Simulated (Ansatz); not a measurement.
# revPBE/6-311+G(d,p) run of SiH2Cl2 (dichlorosilane (DCS))

What is the electronic atomisation energy of SiH2Cl2 (dichlorosilane (DCS)) at revPBE/6-311+G**? 

The calculation is run with Ansatz 0.2.0.

47 further runs of the same task are left out: 4 that didn't finish, 43 set aside as unsound or not needed.

### Step 1. Starting point

SiH2Cl2: 5 atoms, total charge 0, spin state singlet. As SMILES, `Cl[SiH2]Cl`. The shape is that of a PBE0-D4/def2-TZVP optimisation.

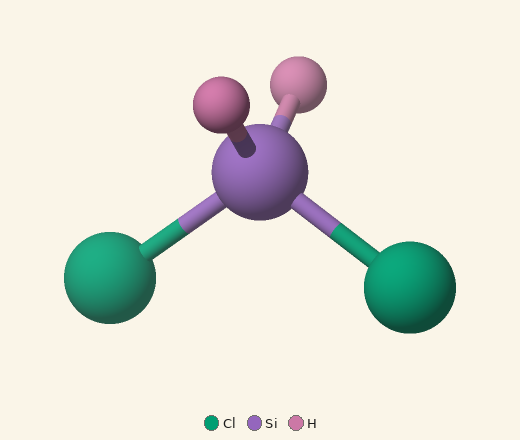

The structure, seen from a chosen angle (chlorine teal, silicon purple, hydrogen pink).

### Step 2. A single-point energy at revPBE/6-311+G(d,p)

in.yaml reads:

```yaml
crystal:
  periodic: [false, false, false]
  atoms:
    - {symbol: Cl, position_ang: [-1.036100, -0.393400, 1.609300]}
    - {symbol: Si, position_ang: [0.136800, -0.071700, -0.028900]}
    - {symbol: Cl, position_ang: [-0.799200, 1.196800, -1.324000]}
    - {symbol: H, position_ang: [0.352000, -1.362200, -0.711200]}
    - {symbol: H, position_ang: [1.396500, 0.556600, 0.413400]}
basis:
  gaussian:
    orbitals: 6-311+G_st__st_-spherical.json
hamiltonian:
  xc: {name: revPBE}
accuracy: high
output: {orbitals: {seedname: orbitals}}
```

The basis set 6-311+G** is read from a file made from the Basis Set Exchange's data (not shown).

On the command line:

```bash
$ ansatz run in.yaml --threads 1 --pin off --max-ram 3480MiB --events-out events.jsonl --progress --plain --runs-dir runs
```

The log of the run:

```text
Warning: RAYON_NUM_THREADS=1 ignored (pool sized by the plan → 1); use --threads N
Functional definition: revPBE
  name "revPBE"
  parameter kappa = 1.245
  parameter beta = 0.06672455060314922
  exchange = pbe_x(kappa = kappa, mu = beta*pi^2/3)
  correlation = pbe_c(beta = beta)
1711 factors; integrals over basis functions are off by at most 4.4e-9 eV
mean field evaluation 1: about -32951.5850 eV, gradient 1.6e1 eV
mean field evaluation 2: about -32952.0099 eV, gradient 1.3e1 eV
mean field evaluation 4: about -32952.4287 eV, gradient 4.9e-1 eV
mean field evaluation 8: about -32952.4218 eV, gradient 4.9e-2 eV
mean field evaluation 16: about -32952.4218 eV, gradient 4.3e-6 eV
mean field -32952.42178487 eV, -1210.9791646404 hartree, gradient 4.8e-8 eV, S^2 0.000000; 0 other end points of the search recorded, 0 dependent functions left out
reference -32952.42179348 eV, -1210.9791649568 hartree; 25, 25 occupied and 77, 77 virtual orbitals, 1711 factors
Total energy: -32952.42179348 eV, -1210.9791649568 hartree
```

It took 6 s on 1 thread of Arm Neoverse V2, shared host; peak memory 0.22 GiB.

### Step 3. The Cl atom at the same level

molecule.yaml reads:

```yaml
crystal:
  periodic: [false, false, false]
  atoms:
    - {symbol: Cl, position_ang: [0.000000, 0.000000, 0.000000]}
basis:
  gaussian:
    orbitals: 6-311+G_st__st_-spherical.json
magnetization:
  spin_polarized: true
  initial_magnetization: 1
hamiltonian:
  xc: {name: revPBE}
accuracy: high
```

The basis set 6-311+G** is read from a file made from the Basis Set Exchange's data (not shown).

Run the same way, it converges to -460.06505 Eh (log not shown).

### Step 4. The H atom, same level

job.yaml reads:

```yaml
basis:
  gaussian:
    orbitals: 6-311+G_st__st_.json
crystal:
  periodic: [false, false, false]
  atoms:
    - symbol: H
      position_ang: [0.000000, 0.000000, 0.000000]
magnetization:
  spin_polarized: true
  initial_magnetization: 1
hamiltonian:
  xc: {name: revPBE}
accuracy: high
```

The basis set 6-311+G** is read from a file made from the Basis Set Exchange's data (not shown).

Run the same way, it converges to -0.50413 Eh (log not shown).

### Step 5. The Si atom, same level

job.yaml reads:

```yaml
crystal:
  periodic: [false, false, false]
  atoms:
    - {symbol: Si, position_ang: [0.000000, 0.000000, 0.000000]}
basis:
  gaussian: {orbitals: 6-311+G_st__st_-spherical.json}
magnetization: {spin_polarized: true, initial_magnetization: 2}
hamiltonian: {xc: {name: revPBE}}
accuracy: high
```

The basis set 6-311+G** is read from a file made from the Basis Set Exchange's data (not shown).

Run the same way, it converges to -289.31707 Eh (log not shown).

### Step 6. Outcome

Level: revPBE/6-311+G**.

| quantity | value |
| --- | --- |
| molecule: total energy | -1210.97916 Eh |
| molecule: HOMO energy | -7.81 eV |
| molecule: LUMO energy | -1.14 eV |
| molecule: HOMO–LUMO gap | 6.67 eV |
| Cl atom: total energy | -460.06505 Eh |
| Cl atom: ⟨S²⟩ | 0.752 |
| H atom: total energy | -0.50413 Eh |
| H atom: ⟨S²⟩ | 0.750 |
| Si atom: total energy | -289.31707 Eh |
| Si atom: ⟨S²⟩ | 2.002 |
| electronic atomisation energy | 14.252 eV |

Taking the molecule apart into free atoms costs 14.25 eV (1375 kJ/mol), before zero-point energy and without spin-orbit coupling.
